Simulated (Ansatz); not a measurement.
# F₂H₂OSi + HCl: a complex and its separated parts, part 2 of 2

Ansatz 0.2.0, Gaussian basis.

**14. wB97X-V/def2-TZVPP**

The inputs:

parta/in.yaml

```yaml
crystal:
  periodic: [false, false, false]
  atoms:
    - {symbol: Si, position_ang: [-0.950786, -0.558093, 0.051352]}
    - {symbol: F, position_ang: [-0.973626, -2.094068, 0.438063]}
    - {symbol: F, position_ang: [-2.243212, 0.067878, 0.720105]}
    - {symbol: H, position_ang: [-1.010898, -0.404383, -1.401994]}
    - {symbol: O, position_ang: [0.390732, 0.159857, 0.590061]}
    - {symbol: H, position_ang: [0.602259, 0.169254, 1.524687]}
basis:
  gaussian: {orbitals: def2-TZVPP}
hamiltonian: {xc: {name: wB97X-V}}
```

partb/in.yaml

```yaml
crystal:
  periodic: [false, false, false]
  atoms:
    - {symbol: Cl, position_ang: [2.499482, 1.612213, -1.365689]}
    - {symbol: H, position_ang: [1.686050, 1.047342, -0.556684]}
basis:
  gaussian: {orbitals: def2-TZVPP}
hamiltonian: {xc: {name: wB97X-V}}
```

Each run has its own folder and the same command.

Command:

```console
> ansatz run in.yaml --threads 4 --pin off --events-out ev --progress --plain --max-ram 9574MiB
```

Log of parta, shortened:

```text
Functional definition: wB97X-V
  name "wB97X-V"
  cite "Mardirossian & Head-Gordon, Phys. Chem. Chem. Phys. 16, 9904 (2014) doi:10.1039/C3CP54374A"
  cite "Becke, J. Chem. Phys. 107, 8554 (1997) doi:10.1063/1.475007"
  cite "Vydrov & Van Voorhis, J. Chem. Phys. 133, 244103 (2010) doi:10.1063/1.3521275"
[...]
      + integral(e_c_pw_opposite_spin*poly(b97_u_opposite, cos0, cos1)) + vv10(b, c)
872 factors; their error is unknown
175 factors; integrals over basis functions are off by at most 9.5e-6 eV
[...]
mean field -15396.07653439 eV, -565.7953768032 hartree, gradient 3.9e-5 eV, S^2 0.000000; 0 other end points of the search recorded, 0 dependent functions left out
reference -15396.07653288 eV, -565.7953767477 hartree; 21, 21 occupied and 142, 142 virtual orbitals, 872 factors
Total energy: -15396.07653288 eV, -565.7953767477 hartree
```

Log of partb, shortened:

```text
[... 5 set-up lines as earlier in the session ...]
[...]
      + integral(e_c_pw_opposite_spin*poly(b97_u_opposite, cos0, cos1)) + vv10(b, c)
369 factors; their error is unknown
62 factors; integrals over basis functions are off by at most 9.0e-5 eV
[...]
mean field -12537.61273696 eV, -460.7487697841 hartree, gradient 5.7e-5 eV, S^2 0.000000; 0 other end points of the search recorded, 0 dependent functions left out
reference -12537.61273601 eV, -460.7487697492 hartree; 9, 9 occupied and 47, 47 virtual orbitals, 369 factors
Total energy: -12537.61273601 eV, -460.7487697492 hartree
```

Times: 4.2 s (parta), 0.45 s (partb) on 4 threads of Arm Neoverse V1, shared host.

**15. wB97M-V/def2-TZVPP**

Each input of step 14 (parta, partb) changes in the same lines:

```diff
-hamiltonian: {xc: {name: wB97X-V}}
+hamiltonian: {xc: {name: wB97M-V}}
```

The same command starts each run, in its folder.

Command:

```console
> ansatz run in.yaml --threads 4 --pin off --events-out ev --progress --plain --max-ram 9574MiB
```

Log of parta, shortened:

```text
Functional definition: wB97M-V
  name "wB97M-V"
  cite "Mardirossian & Head-Gordon, J. Chem. Phys. 144, 214110 (2016) doi:10.1063/1.4952647"
[... 2 set-up lines as earlier in the session ...]
  # Of w^i u^j: cxij and so on, Table III.
[...]
  gx(w, u) = 1 - cx + cx01*u + cx10*w
[...]
      + integral(e_c_pw_mod_opposite_spin*gos(b97_w_opposite, b97_u_opposite)) + vv10(b, c)
872 factors; their error is unknown
175 factors; integrals over basis functions are off by at most 9.5e-6 eV
[...]
mean field -15397.55641185 eV, -565.8497612969 hartree, gradient 3.4e-5 eV, S^2 0.000000; 0 other end points of the search recorded, 0 dependent functions left out
reference -15397.55644915 eV, -565.8497626676 hartree; 21, 21 occupied and 142, 142 virtual orbitals, 872 factors
Total energy: -15397.55644915 eV, -565.8497626676 hartree
```

Output in partb, shortened:

```text
[... 5 set-up lines as earlier in the session ...]
  # Of w^i u^j: cxij and so on, Table III.
[...]
  gx(w, u) = 1 - cx + cx01*u + cx10*w
[...]
      + integral(e_c_pw_mod_opposite_spin*gos(b97_w_opposite, b97_u_opposite)) + vv10(b, c)
369 factors; their error is unknown
62 factors; integrals over basis functions are off by at most 9.0e-5 eV
[...]
mean field -12538.73839416 eV, -460.7901369233 hartree, gradient 5.7e-5 eV, S^2 0.000000; 0 other end points of the search recorded, 0 dependent functions left out
reference -12538.73841721 eV, -460.7901377702 hartree; 9, 9 occupied and 47, 47 virtual orbitals, 369 factors
Total energy: -12538.73841721 eV, -460.7901377702 hartree
```

They took 5.5 s (parta), 0.5 s (partb) on 4 threads of Arm Neoverse V1, shared host.

**16. B2PLYP/def2-TZVPP**

The same edit goes into each in.yaml of step 15 (parta, partb):

```diff
-hamiltonian: {xc: {name: wB97M-V}}
+hamiltonian: {xc: {name: B2PLYP}}
```

One command serves all of them, each in its own folder.

Command:

```console
> ansatz run in.yaml --threads 4 --pin off --events-out ev --progress --plain --max-ram 9574MiB
```

Output in parta, shortened:

```text
Functional definition: B2PLYP
  name "B2PLYP"
  cite "Grimme, J. Chem. Phys. 124, 034108 (2006) doi:10.1063/1.2148954"
[... 2 set-up lines as earlier in the session ...]
[...]
1016 factors; integrals over basis functions are off by at most 8.9e-4 eV
[...]
mean field -15385.23433196 eV, -565.3969332133 hartree, gradient 7.4e-6 eV, S^2 0.000000; 0 other end points of the search recorded, 0 dependent functions left out
8 core orbitals not correlated: weight in the atoms' cores, before any rotation towards them, 1.000 or more for the frozen orbitals, at most 0.000 for the correlated occupied ones
reference -15385.23445738 eV, -565.3969378224 hartree; 13, 13 occupied and 142, 142 virtual orbitals, 1016 factors
second order -27.61964212 eV of doubles, -0.00000000 eV of singles
Total energy: -15392.69176075 eV, -565.6709886665 hartree
```

partb printed, shortened:

```text
[... 5 set-up lines as earlier in the session ...]
[...]
322 factors; integrals over basis functions are off by at most 1.4e-3 eV
[...]
mean field -12534.13737719 eV, -460.6210526684 hartree, gradient 9.7e-6 eV, S^2 0.000000; 0 other end points of the search recorded, 0 dependent functions left out
5 core orbitals not correlated: weight in the atoms' cores, before any rotation towards them, 1.000 or more for the frozen orbitals, at most 0.000 for the correlated occupied ones
reference -12534.13747395 eV, -460.6210562241 hartree; 4, 4 occupied and 47, 47 virtual orbitals, 322 factors
second order -6.68488814 eV of doubles, -0.00000000 eV of singles
Total energy: -12535.94239375 eV, -460.6873858032 hartree
```

Times: 3.3 s (parta), 0.25 s (partb) on 4 threads of Arm Neoverse V1, shared host.

**17. PBE-QIDH/def2-TZVPP**

Each input of step 16 (parta, partb) changes in the same lines:

```diff
-hamiltonian: {xc: {name: B2PLYP}}
+hamiltonian: {xc: {name: PBE-QIDH}}
```

Each run has its own folder and the same command.

Command:

```console
> ansatz run in.yaml --threads 4 --pin off --events-out ev --progress --plain --max-ram 9574MiB
```

Output in parta, shortened:

```text
Functional definition: PBE-QIDH
  name "PBE-QIDH"
  cite "Brémond, Sancho-García, Pérez-Jiménez & Adamo, J. Chem. Phys. 141, 031101 (2014) doi:10.1063/1.4890314"
[... 1 set-up line as earlier in the session ...]
[...]
1016 factors; integrals over basis functions are off by at most 8.9e-4 eV
[...]
mean field -15377.57305936 eV, -565.1153866379 hartree, gradient 8.8e-6 eV, S^2 0.000000; 0 other end points of the search recorded, 0 dependent functions left out
8 core orbitals not correlated: weight in the atoms' cores, before any rotation towards them, 1.000 or more for the frozen orbitals, at most 0.000 for the correlated occupied ones
reference -15377.57306829 eV, -565.1153869661 hartree; 13, 13 occupied and 142, 142 virtual orbitals, 1016 factors
second order -25.82040761 eV of doubles, -0.00000000 eV of singles
Total energy: -15386.17987082 eV, -565.4316811255 hartree
```

Log of partb, shortened:

```text
[... 4 set-up lines as earlier in the session ...]
[...]
322 factors; integrals over basis functions are off by at most 1.4e-3 eV
[...]
mean field -12531.03299506 eV, -460.5069687292 hartree, gradient 2.4e-6 eV, S^2 0.000000; 0 other end points of the search recorded, 0 dependent functions left out
5 core orbitals not correlated: weight in the atoms' cores, before any rotation towards them, 1.000 or more for the frozen orbitals, at most 0.000 for the correlated occupied ones
reference -12531.03300143 eV, -460.5069689632 hartree; 4, 4 occupied and 47, 47 virtual orbitals, 322 factors
second order -6.22512852 eV of doubles, -0.00000000 eV of singles
Total energy: -12533.10804427 eV, -460.5832253811 hartree
```

Wall times: 3 s (parta), 0.3 s (partb) on 4 threads of Arm Neoverse V1, shared host.

**18. RPA on PBE/def2-TZVPP**

Each input of step 17 (parta, partb) changes in the same lines:

```diff
-hamiltonian: {xc: {name: PBE-QIDH}}
+hamiltonian: {xc: pbe}
+correlation: {method: rpa}
```

Each run has its own folder and the same command.

Command:

```console
> ansatz run in.yaml --threads 4 --pin off --events-out ev --progress --plain --max-ram 9574MiB
```

Output in parta, shortened:

```text
[... 4 set-up lines as earlier in the session ...]
[...]
1016 factors; integrals over basis functions are off by at most 8.9e-4 eV
[...]
mean field -15388.34678877 eV, -565.5113138913 hartree, gradient 4.2e-6 eV, S^2 0.000000; 0 other end points of the search recorded, 0 dependent functions left out
8 core orbitals not correlated: weight in the atoms' cores, before any rotation towards them, 1.000 or more for the frozen orbitals, at most 0.000 for the correlated occupied ones
reference -15350.73808192 eV, -564.1292194065 hartree; 13, 13 occupied and 142, 142 virtual orbitals, 1016 factors
Total energy: -15386.14515798 eV, -565.4304054521 hartree
```

Output in partb, shortened:

```text
[... 4 set-up lines as earlier in the session ...]
[...]
322 factors; integrals over basis functions are off by at most 1.4e-3 eV
[...]
mean field -12534.30959764 eV, -460.6273816530 hartree, gradient 3.3e-6 eV, S^2 0.000000; 0 other end points of the search recorded, 0 dependent functions left out
5 core orbitals not correlated: weight in the atoms' cores, before any rotation towards them, 1.000 or more for the frozen orbitals, at most 0.000 for the correlated occupied ones
reference -12519.65929021 eV, -460.0889927855 hartree; 4, 4 occupied and 47, 47 virtual orbitals, 322 factors
Total energy: -12529.02201711 eV, -460.4330666526 hartree
```

Times: 2.9 s (parta), 0.3 s (partb) on 4 threads of Arm Neoverse V1, shared host.

**19. CCSD(T)/def2-TZVPP**

The same edit goes into each in.yaml of step 18 (parta, partb):

```diff
-hamiltonian: {xc: pbe}
-correlation: {method: rpa}
+correlation: {method: ccsd_t}
```

One command serves all of them, each in its own folder.

Command:

```console
> ansatz run in.yaml --threads 4 --pin off --events-out ev --progress --plain --max-ram 9574MiB
```

Log of parta, shortened:

```text
Functional definition: HF
  name "HF"
  cite "Fock, Z. Phys. 61, 126 (1930) doi:10.1007/BF01340294"
[... 1 set-up line as earlier in the session ...]
[...]
1016 factors; integrals over basis functions are off by at most 8.9e-4 eV
[...]
mean field -15352.17283291 eV, -564.1819455330 hartree, gradient 2.3e-6 eV, S^2 0.000000; 0 other end points of the search recorded, 0 dependent functions left out
8 core orbitals not correlated: weight in the atoms' cores, before any rotation towards them, 1.000 or more for the frozen orbitals, at most 0.000 for the correlated occupied ones
reference -15352.17283291 eV, -564.1819455330 hartree; 13, 13 occupied and 142, 142 virtual orbitals, 1016 factors
second order -23.28342127 eV of doubles, -0.00000000 eV of singles
cycle   1  -23.02059568 eV  change    2.6e-1 eV  update   9.2e-2
[...]
cycle   9  -23.55460312 eV  change    1.1e-6 eV  update   7.0e-6
perturbative correction -0.69200342 eV, -0.0254306568 hartree
Total energy: -15376.41943945 eV, -565.0729918885 hartree
```

Log of partb, shortened:

```text
[... 4 set-up lines as earlier in the session ...]
[...]
322 factors; integrals over basis functions are off by at most 1.4e-3 eV
[...]
mean field -12519.93382987 eV, -460.0990819319 hartree, gradient 2.9e-6 eV, S^2 0.000000; 0 other end points of the search recorded, 0 dependent functions left out
5 core orbitals not correlated: weight in the atoms' cores, before any rotation towards them, 1.000 or more for the frozen orbitals, at most 0.000 for the correlated occupied ones
reference -12519.93382987 eV, -460.0990819319 hartree; 4, 4 occupied and 47, 47 virtual orbitals, 322 factors
second order -5.53924357 eV of doubles, -0.00000000 eV of singles
cycle   1  -5.96026984 eV  change   -4.2e-1 eV  update   3.9e-2
[...]
cycle   7  -6.10180480 eV  change   -5.5e-6 eV  update   7.9e-6
perturbative correction -0.21571863 eV, -0.0079275134 hartree
Total energy: -12526.25135330 eV, -460.3312466358 hartree
```

They took 25 s (parta), 0.5 s (partb) on 4 threads of Arm Neoverse V1, shared host; peak memory 1.3 GiB.

**20. Vibrations of F₂H₂OSi**

Input file vib-parta/in.yaml:

```yaml
crystal:
  periodic: [false, false, false]
  atoms:
    - {symbol: Si, position_ang: [-0.950786, -0.558093, 0.051352]}
    - {symbol: F, position_ang: [-0.973626, -2.094068, 0.438063]}
    - {symbol: F, position_ang: [-2.243212, 0.067878, 0.720105]}
    - {symbol: H, position_ang: [-1.010898, -0.404383, -1.401994]}
    - {symbol: O, position_ang: [0.390732, 0.159857, 0.590061]}
    - {symbol: H, position_ang: [0.602259, 0.169254, 1.524687]}
basis:
  gaussian: {orbitals: def2-TZVP}
hamiltonian: {xc: pbe0, dispersion: d4}
phonons: {temperatures: {t_min: 298.15, t_max: 900, t_step: 200}}
```

Command:

```console
> ansatz run in.yaml --threads 4 --pin off --events-out ev --progress --plain --max-ram 9574MiB
```

The log of the run, shortened:

```text
[... 5 set-up lines as earlier in the session ...]
[...]
819 factors; their error is unknown
[...]
mean field -15389.09928572 eV, -565.5389676440 hartree, gradient 5.3e-5 eV, S^2 0.000000; 0 other end points of the search recorded, 0 dependent functions left out
[...]
Atom 3 at    -1.010898    -0.404383    -1.401994 Å, force     0.002790     0.001431     0.001374 eV/Å
Atom 4 at     0.390732     0.159857     0.590061 Å, force    -0.002348    -0.000119    -0.001882 eV/Å
Atom 5 at     0.602259     0.169254     1.524687 Å, force    -0.001202    -0.001332    -0.002053 eV/Å
Dipole moment:     0.195692     0.102091     0.117186 e Å
Vibrations: 176.11 311.20 330.80 396.30 757.05 831.74 840.15 888.83 962.86 1005.91 2354.50 3926.97 cm⁻¹, zero-point energy 0.792408 eV
```

It took 35 s on 4 threads of Arm Neoverse V1, shared host.

The modes, with what each moves most:

```tsv
mode	wavenumber (cm⁻¹)	character
1	176	torsion
2	311	bend
3	331	bend
4	396	bend with torsion
5	757	bend
6	832	bend with torsion
7	840	bend with Si–F stretch
8	889	bend with Si–F stretch
9	963	Si–F stretch
10	1006	Si–O stretch
11	2354	Si–H stretch
12	3927	O–H stretch
```

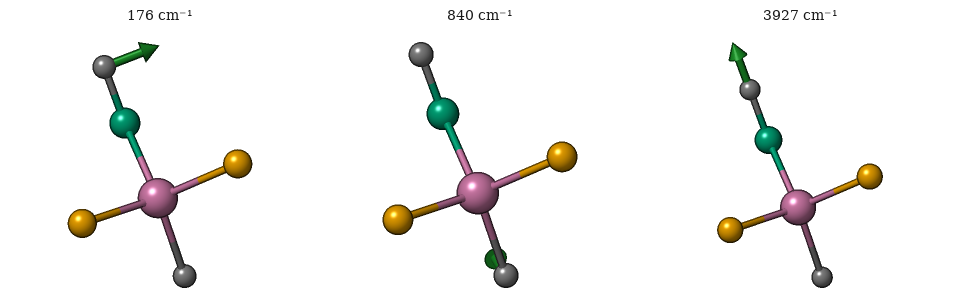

Displacements of 3 modes, as arrows.

Vibrational sums (real modes only):

```tsv
T (K)	entropy (J/mol/K)	heat capacity (J/mol/K)
298	28.9	41.2
498	55.4	61.4
698	77.9	72.0
898	96.9	78.4
```

**21. Vibrations of HCl**

Input file vib-partb/in.yaml:

```yaml
crystal:
  periodic: [false, false, false]
  atoms:
    - {symbol: Cl, position_ang: [2.499482, 1.612213, -1.365689]}
    - {symbol: H, position_ang: [1.686050, 1.047342, -0.556684]}
basis:
  gaussian: {orbitals: def2-TZVP}
hamiltonian: {xc: pbe0, dispersion: d4}
phonons: {temperatures: {t_min: 298.15, t_max: 900, t_step: 200}}
```

Command:

```console
> ansatz run in.yaml --threads 4 --pin off --events-out ev --progress --plain --max-ram 9574MiB
```

The log of the run, shortened:

```text
[... 5 set-up lines as earlier in the session ...]
[...]
312 factors; their error is unknown
[...]
mean field -12535.31645831 eV, -460.6643831003 hartree, gradient 4.2e-5 eV, S^2 0.000000; 0 other end points of the search recorded, 0 dependent functions left out
[...]
reference -12535.31637936 eV, -460.6643801990 hartree; 9, 9 occupied and 34, 34 virtual orbitals, 312 factors
Total energy: -12535.32105148 eV, -460.6645518962 hartree
Atom 0 at     2.499482     1.612213    -1.365689 Å, force     0.002148     0.001492    -0.002137 eV/Å
Atom 1 at     1.686050     1.047342    -0.556684 Å, force    -0.002148    -0.001492     0.002137 eV/Å
Dipole moment:    -0.167037    -0.115996     0.166128 e Å
Vibrations: 2997.85 cm⁻¹, zero-point energy 0.185843 eV
```

Run time: 1.2 s. Hardware: 4 threads of Arm Neoverse V1, shared host.

The modes, with what each moves most:

```tsv
mode	wavenumber (cm⁻¹)	character
1	2998	Cl–H stretch
```

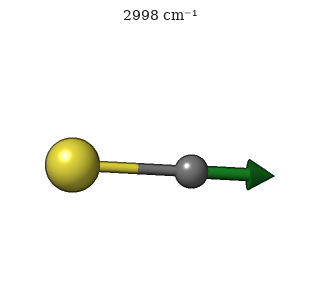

How the atoms move in 1 of the modes.

Vibrational sums (real modes only):

```tsv
T (K)	entropy (J/mol/K)	heat capacity (J/mol/K)
298	0.0	0.0
498	0.0	0.1
698	0.1	0.7
898	0.4	1.6
```

**22. Complex less separated parts**

The complex's own energies come from single points at the same levels.

Rows are in def2-TZVPP; times add the 3 runs of a level on a shared host, so small differences are noise.

Differences are taken before rounding.

```tsv
method	rung	complex less parts (eV)	from CCSD(T) (eV)	time
SPW92	LDA	-0.286	-0.136	3.1 s
PBE-D4	GGA	-0.201	-0.051	3.7 s
BLYP-D4	GGA	-0.192	-0.042	3.9 s
r2SCAN-D4	meta-GGA	-0.173	-0.023	7.2 s
B97M-V	meta-GGA	-0.166	-0.017	12 s
PBE0-D4	hybrid	-0.184	-0.035	5.5 s
B3LYP-D4	hybrid	-0.186	-0.037	5.2 s
r2SCAN0-D4	hybrid	-0.169	-0.019	9.3 s
BHLYP-D4	hybrid	-0.181	-0.032	5.6 s
CAM-B3LYP-D4	range-separated hybrid	-0.191	-0.041	6 s
wB97X-V	range-separated hybrid	-0.160	-0.010	12 s
wB97M-V	range-separated hybrid	-0.159	-0.009	15 s
B2PLYP	double hybrid	-0.141	+0.009	9.1 s
PBE-QIDH	double hybrid	-0.153	-0.003	8.8 s
RPA on PBE	RPA	-0.118	+0.031	8.2 s
Hartree-Fock	wavefunction	-0.054	+0.096	
MP2	wavefunction	-0.165	-0.015	
CCSD	wavefunction	-0.132	+0.017	
CCSD(T)	wavefunction	-0.150	0	2.5 min
```

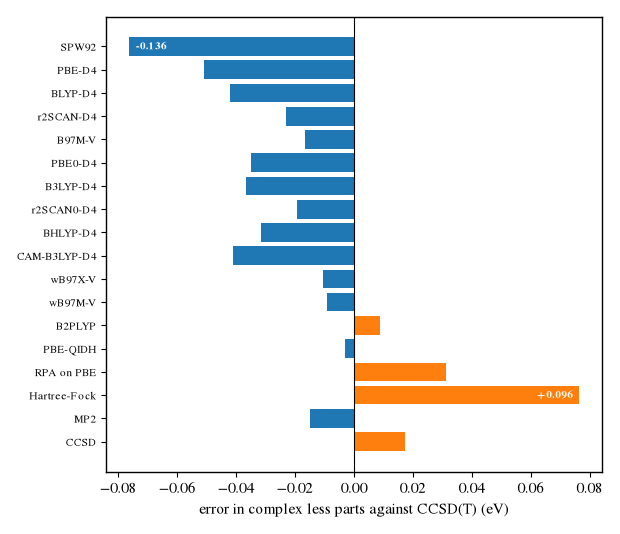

Deviations from CCSD(T), method by method. Bars with a number in them are cut short.

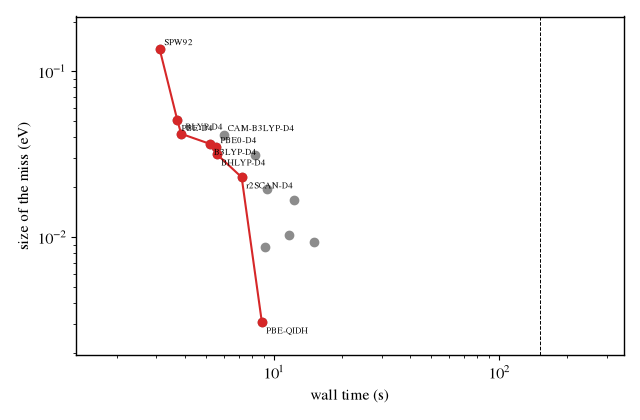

Accuracy for the time spent; red marks the levels that beat every quicker one drawn (of those quicker than the yardstick), and the dashed line is the time of CCSD(T). Only those levels and the largest misses are named. Times are from a shared host.

For cost: PBE-QIDH gets within 0.003 eV in 8.8 s, where CCSD(T) took 2.5 min; the quickest level in the cost chart, SPW92, takes 3.1 s and misses by 0.136 eV.

The complex's zero-point energy, from a separate PBE0-D4 run, is 1.031 eV.

**23. Results**

The summary covers parts 1 to 2.

| quantity | value |
| --- | --- |
| complex less parts, CCSD(T)/def2-TZVPP | -0.150 eV |
| with zero-point energy | -0.097 eV |
| largest T1 diagnostic | 0.011 |

At CCSD(T) the complex lies 0.150 eV below its parts. Among the functionals PBE-QIDH lands nearest to CCSD(T) (-0.003 eV) and SPW92 farthest (-0.136 eV). By rung, the mean size of the error is: LDA 0.136, GGA 0.047, meta-GGA 0.020, hybrid 0.031, range-separated hybrid 0.020, double hybrid 0.006 eV. PBE-D4 gives a relative energy 0.051 eV too low, outside chemical accuracy (1 kcal/mol, 0.043 eV). No counterpoise was applied, and triple zeta lacks some correlation, so the CCSD(T) reference has a basis error of its own, and close matches with it are partly luck.
